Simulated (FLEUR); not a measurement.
# FePt (Tetraferroplatinum): cost and accuracy of the basis cutoff, part 4 of 4

Two starts of FePt (Tetraferroplatinum) are run at each rung of the basis cutoff. Which rung is enough?

FLEUR MaX-R8.1; LDA (VWN); all-electron FLAPW, Dirac cores, scalar-relativistic bands.

So far, largest spin moment in the muffin-tin sphere (μB): step 2 (rung 1 (Kmax 2.16 1/bohr), start ferro +) 2.42; step 7 (rung 3 (Kmax 3.24 1/bohr), start antiferro q=(0,1/2,0) +-) 2.81; step 8 (rung 4 (Kmax 3.78 1/bohr), start ferro +) 2.92; step 9 (rung 4 (Kmax 3.78 1/bohr), start antiferro q=(0,1/2,0) +-) 2.82; step 10 (rung 5 (Kmax 4.32 1/bohr), start ferro +) 2.92.

## Step 11: Rung 5 (Kmax 4.32 1/bohr), start antiferro q=(0,1/2,0) +-

The k list default-1 (kpts.xml, not shown) is a Γ-centred 10×5×10 mesh.

File inp.xml:

```
<?xml version="1.0" encoding="UTF-8" standalone="no"?>
<fleurInput fleurInputVersion="0.39">
   <comment>
      FePt
   </comment>
   <calculationSetup>
      <cutoffs Kmax="4.32" Gmax="13.0" GmaxXC="13.0" numbands="0"/>
      <scfLoop itmax="90" minDistance="0.00002" maxIterBroyd="15" imix="Anderson" alpha="0.05" precondParam="0.5" spinf="2.0" sdNocoIR="T"/>
      <coreElectrons ctail="T" frcor="F" kcrel="0" coretail_lmax="0"/>
      <xcFunctional name="vwn" relativisticCorrections="F"/>
      <magnetism jspins="2"/>
      <soc l_soc="F" theta="0.0" phi="0.0" spav="F"/>
      <expertModes spex="0" secvar="F"/>
      <geometryOptimization l_f="F" forcealpha="1.0" forcemix="BFGS" epsdisp="0.00001" epsforce="0.00001"/>
      <ldaU l_linMix="F" mixParam="0.05" spinf="1.0"/>
   </calculationSetup>
   <cell>
      <bzIntegration valenceElectrons="64.0" mode="hist" fermiSmearingEnergy="0.00183747">
         <kPointListSelection listName="default-1"/>
         <xi:include xmlns:xi="http://www.w3.org/2001/XInclude" href="kpts.xml"> </xi:include>
      </bzIntegration>
      <xi:include xmlns:xi="http://www.w3.org/2001/XInclude" href="sym.xml"> </xi:include>
      <bulkLattice scale="1.0">
         <bravaisMatrix>
            <row-1>    5.1466691003480998     0.0000000000000000     0.0000000000000000</row-1>
            <row-2>    0.0000000000000000    10.2933382006961995     0.0000000000000000</row-2>
            <row-3>    0.0000000000000000     0.0000000000000000     7.0297811835120001</row-3>
         </bravaisMatrix>
      </bulkLattice>
   </cell>
   <atomSpecies>
      <species name="Iron (Fe) 2.800" element="Fe" atomicNumber="26">
         <mtSphere radius="2.47" gridPoints="817" logIncrement="0.015"/>
         <atomicCutoffs lmax="10" lnonsphr="8"/>
         <electronConfig flipSpins="F">
            <coreConfig>(1s1/2) (2s1/2) (2p1/2) (2p3/2)</coreConfig>
            <valenceConfig>(3s1/2) (3p1/2) (3p3/2) (4s1/2) (3d3/2) (3d5/2)</valenceConfig>
            <stateOccupation state="(3d3/2)" spinUp="1.4" spinDown="1.0"/>
            <stateOccupation state="(3d5/2)" spinUp="3.0" spinDown="0.6"/>
         </electronConfig>
         <energyParameters s="4" p="4" d="3" f="4"/>
         <lo type="SCLO" l="0" n="3" eDeriv="0"/>
         <lo type="SCLO" l="1" n="3" eDeriv="0"/>
      </species>
      <species name="Iron (Fe) -2.800" element="Fe" atomicNumber="26">
         <mtSphere radius="2.47" gridPoints="817" logIncrement="0.015"/>
         <atomicCutoffs lmax="10" lnonsphr="8"/>
         <electronConfig flipSpins="F">
            <coreConfig>(1s1/2) (2s1/2) (2p1/2) (2p3/2)</coreConfig>
            <valenceConfig>(3s1/2) (3p1/2) (3p3/2) (4s1/2) (3d3/2) (3d5/2)</valenceConfig>
            <stateOccupation state="(3d3/2)" spinUp="1.0" spinDown="1.4"/>
            <stateOccupation state="(3d5/2)" spinUp="0.6" spinDown="3.0"/>
         </electronConfig>
         <energyParameters s="4" p="4" d="3" f="4"/>
         <lo type="SCLO" l="0" n="3" eDeriv="0"/>
         <lo type="SCLO" l="1" n="3" eDeriv="0"/>
      </species>
      <species name="Platinum (Pt)" element="Pt" atomicNumber="78">
         <mtSphere radius="2.47" gridPoints="817" logIncrement="0.016"/>
         <atomicCutoffs lmax="10" lnonsphr="8"/>
         <electronConfig flipSpins="F">
            <coreConfig>(1s1/2) (2s1/2) (2p1/2) (2p3/2) (3s1/2) (3p1/2) (3p3/2) (4s1/2) (3d3/2) (3d5/2) (4p1/2) (4p3/2) (5s1/2) (4d3/2) (4d5/2) (4f5/2) (4f7/2)</coreConfig>
            <valenceConfig>(5p1/2) (5p3/2) (6s1/2) (5d3/2) (5d5/2)</valenceConfig>
            <stateOccupation state="(6s1/2)" spinUp="0.500000" spinDown="0.500000"/>
            <stateOccupation state="(5d3/2)" spinUp="1.800000" spinDown="1.800000"/>
            <stateOccupation state="(5d5/2)" spinUp="2.700000" spinDown="2.700000"/>
         </electronConfig>
         <energyParameters s="6" p="6" d="5" f="5"/>
         <lo type="SCLO" l="1" n="5" eDeriv="0"/>
      </species>
   </atomSpecies>
   <atomGroups>
      <atomGroup species="Iron (Fe) 2.800">
         <relPos label="                   1">.0000000000 .0000000000 .0000000000</relPos>
         <force calculate="T" relaxXYZ="TTT"/>
      </atomGroup>
      <atomGroup species="Iron (Fe) -2.800">
         <relPos label="                   2">.0000000000 1.000/2.000 .0000000000</relPos>
         <force calculate="T" relaxXYZ="TTT"/>
      </atomGroup>
      <atomGroup species="Platinum (Pt)">
         <relPos label="                   3">1.000/2.000 1.000/4.000 1.000/2.000</relPos>
         <relPos label="                   4">1.000/2.000 -1.000/4.000 1.000/2.000</relPos>
         <force calculate="T" relaxXYZ="TTT"/>
      </atomGroup>
   </atomGroups>
   <output dos="F" band="F" slice="F">
      <bandDOS minEnergy="-.5*Htr" maxEnergy="0.5*Htr" sigma="0.015" storeEVData="T"/>
      <plotting iplot="0" polar="F">
         <plot TwoD="T" vec1="  1.0  0.0  0.0" vec2="  0.0  1.0  0.0" vec3="  0.0  0.0  1.0" zero="  0.0  0.0  0.0" file="plot"/>
      </plotting>
      <moessbauerParams electricFieldGradient="F" isomerShift="F" coreHyperfine="F" valenceHyperfine="F"/>
   </output>
</fleurInput>
```

File crystal.txt:

```
FePt
&input film=F cartesian=F /
2.72350000000  0.00000000000  0.00000000000
0.00000000000  5.44700000000  0.00000000000
0.00000000000  0.00000000000  3.72000000000
1.8897261246
1.0 1.0 1.0

4
26 0.00000000000  0.00000000000  0.00000000000 : 2.800
26 0.00000000000  0.50000000000  0.00000000000 : -2.800
78 0.50000000000  0.25000000000  0.50000000000
78 0.50000000000  0.75000000000  0.50000000000

&kpt div1=10 div2=5 div3=10 gamma=T /
```

The run is started by

```sh
$ OMP_NUM_THREADS=1 inpgen -f crystal.txt > inpgen.log  # inp.xml is then edited as shown
$ OMP_NUM_THREADS=1 mpirun -n 4 fleur_MPI > fleur.log
```

The log of the run:

```text
[banner, memory and clock lines left out]
Welcome to FLEUR        (www.flapw.de)
      MaX-Release 8.1          (www.max-centre.eu)

 ========== k-point set info ==========
 Selected k-point list: default-1
 k-point list type: mesh
 10 x 5 x 10
 Number of k points: 108

 [... set-up left out ...]
 Iteration:     1   Distance:      39.72579554 me/bohr^3
 Iteration:     2   Distance:      18.87080880 me/bohr^3
 Iteration:     3   Distance:      13.52989436 me/bohr^3
 Iteration:     4   Distance:      10.09243043 me/bohr^3
 Iteration:     5   Distance:       5.56819142 me/bohr^3
[...]
<sumOfEigenvalues value="   -24102.3458498917">
               <coreElectrons value="-24067.1882385876"/>
               <valenceElectrons value="-35.1576113041"/>
            </sumOfEigenvalues>
         [... left out ...]
            <freeEnergy value="-39414.1777674007"/>
            <extrapolationTo0K value="-39414.1771684981"/>
         </totalEnergy>
         <densityConvergence units="me/bohr^3">
            <chargeDensity spin="1" distance="0.0000060907"/>
            <chargeDensity spin="2" distance="0.0000060927"/>
            <overallChargeDensity distance="0.0000091910"/>
            <spinDensity distance="0.0000079975"/>
         </densityConvergence>
      </iteration>
```

Elapsed: 3.1 min, on 4 MPI ranks of Arm Neoverse V2, shared host; peak memory 0.41 GiB; 12 min of CPU time.

Read from the output:

```yaml
free_energy: -1072514.4148 eV
program_s_band_gap_on_this_mesh_in_a_metal_only_a_level_spacing: 0.008541 eV
magnetization: 0 μB
final_state: antiferromagnetic
largest_moment: 2.820 μB
```

This start lies +4.3 meV a seeded atom from the first, a change of -0.0 meV since rung 4; its largest moment is 2.82 μB.

## Step 12: Side by side

Ladder, by row:

```
rung  Kmax (1/bohr)  state from the first start  state from the second start  second less first (meV a seeded atom)  moment, first (μB)  moment, second (μB)  CPU time (s), all starts
   1           2.16               ferromagnetic            antiferromagnetic                                 -26.61               2.417                2.354                     225.3
   2            2.7               ferromagnetic            antiferromagnetic                                  23.67                2.93                2.855                     256.3
   3           3.24               ferromagnetic            antiferromagnetic                                 0.8236               2.912                2.813                     358.5
   4           3.78               ferromagnetic            antiferromagnetic                                  4.273               2.917                 2.82                     531.1
   5           4.32               ferromagnetic            antiferromagnetic                                  4.255               2.918                 2.82                     919.8
```

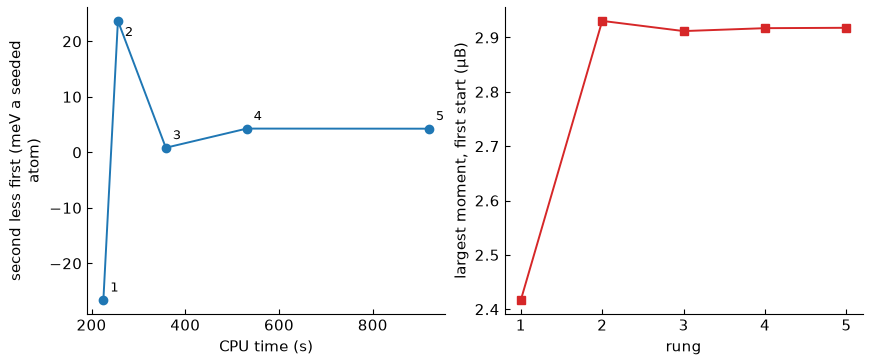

Result against cost, rungs numbered as in the table, and the moment by rung.

## Step 13: Outcome

```
range of the moment in the table, first start                                   : 2.42 to 2.93 μB
range of CPU time                                                               : 3.8 min to 15 min
range of the energy difference                                                  : -26.6 to 23.7 meV a seeded atom
first rung from which all stay within 2 meV of the last, moments within 0.06 μB : 4
```

What this shows: From rung 4 on the result stays within 0.018 meV of the last rung, inside the margin of 2 meV (5 % of the last value, 2 meV at least; moments within 0.06 μB), at 58 % of the last rung's cost. The sign of the difference changes along the ladder, so the order that comes out lowest hangs on the rung. Differences are of free energies, so a wide smearing enters them.

[Logs and program files are shortened in this print: banners, set-up blocks, solver, clock and traceback lines can be left out without a mark of their own.]

[Logs are printed without paths, hosts, clocks, repeated set-up lines and the standing remarks that a program may print on its own settings, such as how far it seeks lower states.]

[Hosts, paths, dates, database ids (printed as entryN), source tags and the programs' standing remarks are cut or masked in the printed files.]

[Where a cell is said to come from a database of computed structures, the database is the Materials Project.]
